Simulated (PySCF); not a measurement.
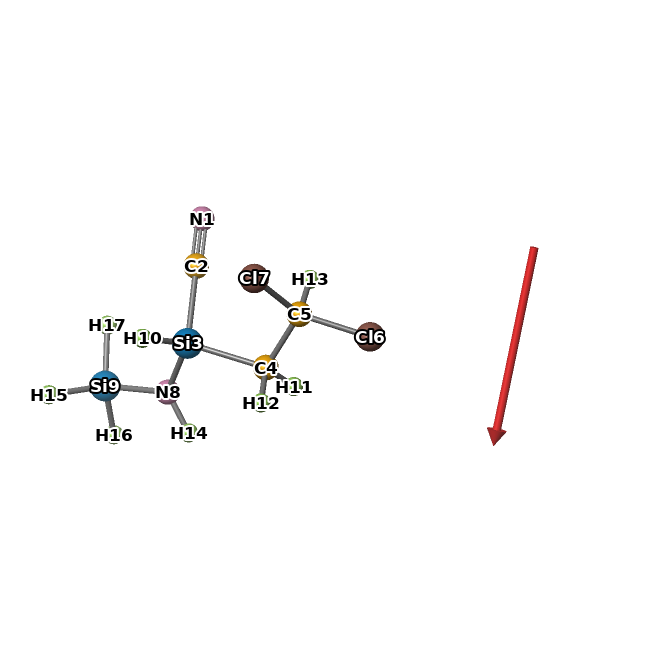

The arrow beside the molecule shows the direction of the dipole moment, from the negative to the positive end (its length means nothing). Computed geometry: GFN2-xTB optimisation. No frequency run is at hand to confirm it as a minimum. Method: PBE0/pcSseg-1, gas phase (PySCF 2.14.0).

How large is the dipole moment?

4.63 D; it points from the side of N1 to the side of H16 (the outermost atoms at the two ends).

The geometry is semi-empirical. Around Si such bond lengths and angles can be off by a tenth of an ångström or more and by several degrees, and values that hang on the shape move with them.
